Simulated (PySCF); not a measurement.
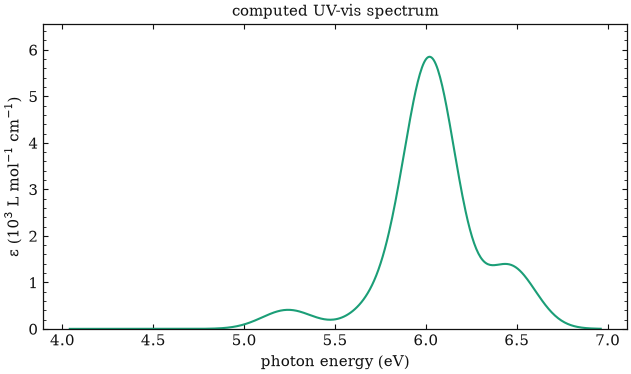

Computed absorption of C₄H₇FSi₂, SMILES F[SiH]1C=C[SiH2]C=C1. Vertical TDDFT excitations, PBE0/def2-SVPD, PySCF 2.14.0, at a GFN2-xTB geometry (no frequency check), gas phase. The lowest 6 singlet states are shown; each is broadened by a Gaussian of 1/e half-width 0.20 eV.

Question: Which of the computed transitions is the brightest, and what character does the calculation give it?

Answer: S4 at 6.02 eV (206 nm), f = 0.071, mainly HOMO−1 → LUMO (73 %).

Question: List the transitions behind the spectrum.

Answer:
```tsv
state	E (eV)	λ (nm)	f	main character
S1	5.24	237	0.005	HOMO → LUMO (92 %)
S2	5.73	216	0.006	HOMO → LUMO+1 (88 %)
S3	5.89	210	0.001	HOMO−2 → LUMO (88 %)
S4	6.02	206	0.071	HOMO−1 → LUMO (73 %)
S5	6.38	194	0.000	HOMO−1 → LUMO+1 (88 %)
S6	6.46	192	0.016	HOMO−3 → LUMO (89 %)
```

Caveats: the tight-binding geometry is rougher than a DFT one and adds to the error; core orbitals are frozen in the response.
